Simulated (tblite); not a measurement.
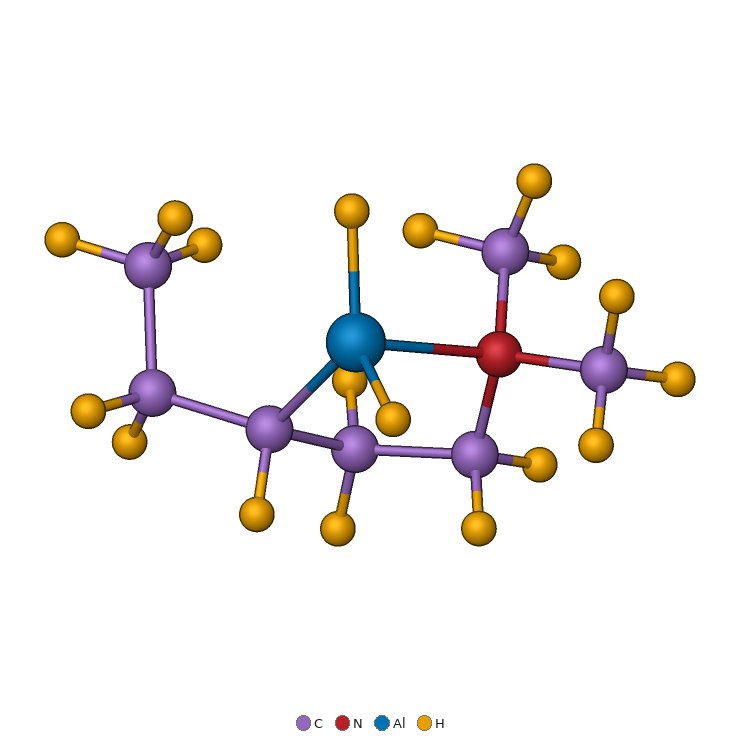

Source: calculation with tblite.

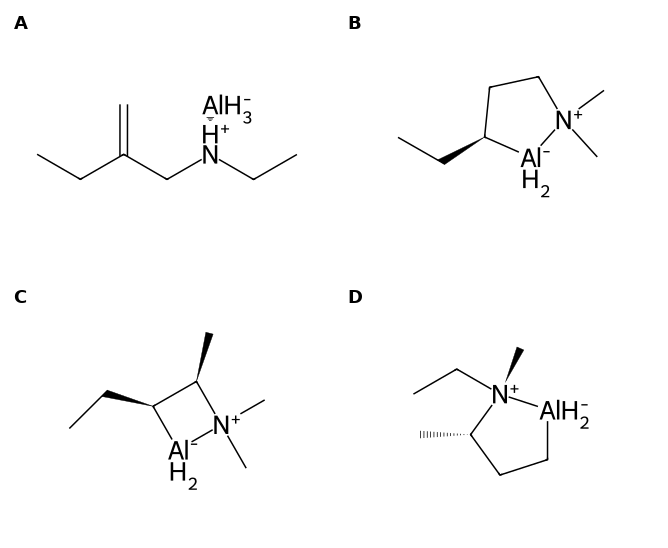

The first picture shows one of the molecules drawn in the second. Which?

B, `CC[C@H]1CC[N+](C)(C)[AlH2-]1`.
